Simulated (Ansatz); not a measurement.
**SiPH5O2 (SMILES O[SiH2]OP) at revPBE/6-31G(d) (spherical functions)**

Aim: the electronic atomisation energy of SiPH5O2 at revPBE/6-31G* (spherical functions), from 5 runs. 

Program for the calculation: Ansatz 0.2.0.

84 further runs of the same task are left out: 84 set aside as unsound or not needed.

## (1) The molecule

SiPH5O2: 9 atoms, total charge 0, spin state singlet. SMILES: `O[SiH2]OP`. Geometry: relaxed at PBE0-D4/def2-TZVP. This is one conformer, not always the lowest.

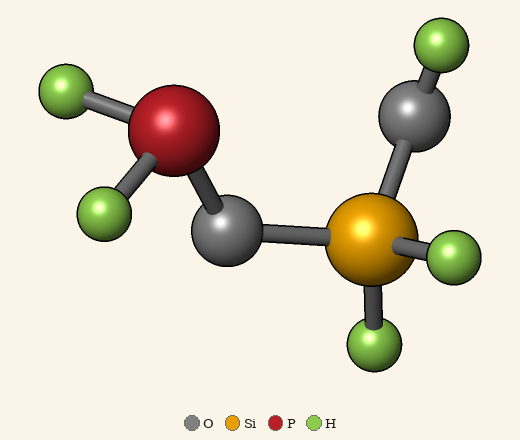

The structure, seen from a chosen angle (oxygen grey, silicon amber, phosphorus red, hydrogen green).

## (2) The energy at revPBE/6-31G(d) (spherical functions)

in.yaml reads:

```yaml
crystal:
  periodic: [false, false, false]
  atoms:
    - symbol: O
      position_ang: [-0.307900, 1.144300, -1.642900]
    - symbol: Si
      position_ang: [0.817700, 0.562000, -0.606400]
    - symbol: O
      position_ang: [0.302400, -0.778100, 0.201800]
    - symbol: P
      position_ang: [-0.942200, -0.834900, 1.277600]
    - symbol: H
      position_ang: [-0.998700, 1.706900, -1.290600]
    - symbol: H
      position_ang: [1.170600, 1.605300, 0.391300]
    - symbol: H
      position_ang: [1.964500, 0.123500, -1.421100]
    - symbol: H
      position_ang: [-0.305900, -1.590900, 2.302600]
    - symbol: H
      position_ang: [-1.612000, -1.984300, 0.770600]
basis:
  gaussian:
    orbitals: 6-31G_st_-spherical.json
hamiltonian:
  xc: {name: revPBE}
accuracy: high
output: {orbitals: {seedname: orbitals}}
```

The basis set 6-31G* is read from a file made from the Basis Set Exchange's data (not shown).

Started as:

```console
$ ansatz run in.yaml --threads 1 --pin off --max-ram 3480MiB --events-out events.jsonl --progress --plain --runs-dir runs
```

The log of the run:

```text
Warning: RAYON_NUM_THREADS=1 ignored (pool sized by the plan → 1); use --threads N
Functional definition: revPBE
  name "revPBE"
  parameter kappa = 1.245
  parameter beta = 0.06672455060314922
  exchange = pbe_x(kappa = kappa, mu = beta*pi^2/3)
  correlation = pbe_c(beta = beta)
1669 factors; integrals over basis functions are off by at most 4.4e-9 eV
mean field evaluation 1: about -21328.7519 eV, gradient 7.0e1 eV
mean field evaluation 2: about -21287.7699 eV, gradient 1.6e2 eV
mean field evaluation 4: about -21336.9461 eV, gradient 1.5e1 eV
mean field evaluation 8: about -21337.3330 eV, gradient 5.1e-1 eV
mean field evaluation 16: about -21337.3338 eV, gradient 4.8e-5 eV
mean field -21337.33376165 eV, -784.1325527765 hartree, gradient 2.0e-8 eV, S^2 0.000000; 0 other end points of the search recorded, 0 dependent functions left out
reference -21337.33376616 eV, -784.1325529419 hartree; 25, 25 occupied and 49, 49 virtual orbitals, 1669 factors
Total energy: -21337.33376616 eV, -784.1325529419 hartree
```

Run time: 2.4 s. Hardware: 1 thread of AMD EPYC 9R45 (Zen 5), shared host; peak memory 0.22 GiB.

## (3) The H atom at the same level

in.yaml reads:

```yaml
crystal:
  periodic: [false, false, false]
  atoms:
    - {symbol: H, position_ang: [0.000000, 0.000000, 0.000000]}
basis:
  gaussian:
    orbitals: "6-31G*"
magnetization:
  spin_polarized: true
  initial_magnetization: 1
hamiltonian:
  xc: {name: revPBE}
accuracy: high
```

Run the same way, it converges to -0.50194 Eh (log not shown).

## (4) The O atom, same level

in.yaml reads:

```yaml
basis:
  gaussian: {orbitals: 6-31G_st_-spherical.json}
crystal:
  periodic: [false, false, false]
  atoms:
    - {symbol: O, position_ang: [0.000000, 0.000000, 0.000000]}
magnetization: {spin_polarized: true, initial_magnetization: 2}
hamiltonian: {xc: {name: revPBE}}
accuracy: high
```

The basis set 6-31G* is read from a file made from the Basis Set Exchange's data (not shown).

Run the same way, it converges to -75.03431 Eh (log not shown).

## (5) The P atom, same level

in.yaml reads:

```yaml
crystal:
  periodic: [false, false, false]
  atoms:
    - {symbol: P, position_ang: [0.000000, 0.000000, 0.000000]}
basis:
  gaussian:
    orbitals: 6-31G_st_-spherical.json
total_charge: 0
magnetization:
  spin_polarized: true
  initial_magnetization: 3
hamiltonian:
  xc: {name: revPBE}
accuracy: high
```

The basis set 6-31G* is read from a file made from the Basis Set Exchange's data (not shown).

Run the same way, it converges to -341.17574 Eh (log not shown).

## (6) The Si atom, same level

molecule.yaml reads:

```yaml
crystal:
  periodic: [false, false, false]
  atoms:
    - {symbol: Si, position_ang: [0.000000, 0.000000, 0.000000]}
basis:
  gaussian:
    orbitals: 6-31G_st_-spherical.json
magnetization:
  spin_polarized: true
  initial_magnetization: 2
hamiltonian:
  xc: {name: revPBE}
accuracy: high
```

The basis set 6-31G* is read from a file made from the Basis Set Exchange's data (not shown).

Run the same way, it converges to -289.29303 Eh (log not shown).

## (7) Outcome

At revPBE/6-31G* (spherical functions):

```
                     quantity          value
       molecule: total energy  -784.13255 Eh
        molecule: HOMO energy       -5.86 eV
        molecule: LUMO energy       -0.82 eV
      molecule: HOMO–LUMO gap        5.04 eV
         H atom: total energy    -0.50194 Eh
                 H atom: ⟨S²⟩          0.750
         O atom: total energy   -75.03431 Eh
                 O atom: ⟨S²⟩          2.002
         P atom: total energy  -341.17574 Eh
                 P atom: ⟨S²⟩          3.750
        Si atom: total energy  -289.29303 Eh
                Si atom: ⟨S²⟩          2.002
electronic atomisation energy      29.537 eV
```

**Reading.** Taking the molecule apart into free atoms costs 29.54 eV (681 kcal/mol), before zero-point energy and without spin-orbit coupling.
